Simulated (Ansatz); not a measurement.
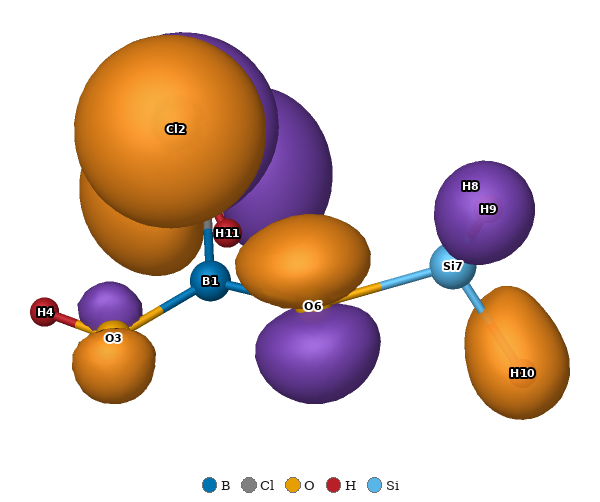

BClH4O2Si···HCl. The HOMO−1 at ±0.1 Å⁻³ᐟ² (orange and purple are the two phases), seen from one side.

Not at a stationary point (largest force 1.1 eV/Å).

All numbers below come from RKS r2SCAN/6-31G* (Ansatz 0.2.0).

```xyz
11

B    -0.0785    0.4177   -0.4041
Cl   -0.0631   -0.2503    2.5909
O     1.2137    0.0193   -0.3951
H     1.3210   -0.8877   -0.7153
Cl   -1.3563   -0.6182   -1.1047
O    -0.3623    1.6698    0.1028
Si   -1.7286    2.6274    0.2461
H    -2.9215    1.9671   -0.3375
H    -1.9381    2.8912    1.6915
H    -1.4557    3.9039   -0.4596
H     0.3745    0.8756    2.0297
```

Where does this orbital lie, and at what energy?

Answer. It lies mainly on Cl2 (about 45 %), Cl5 (about 25 %) and O6 (about 15 %); largely a combination of lone pairs on Cl2, Cl5 and O6. Its energy is −8.06 eV.
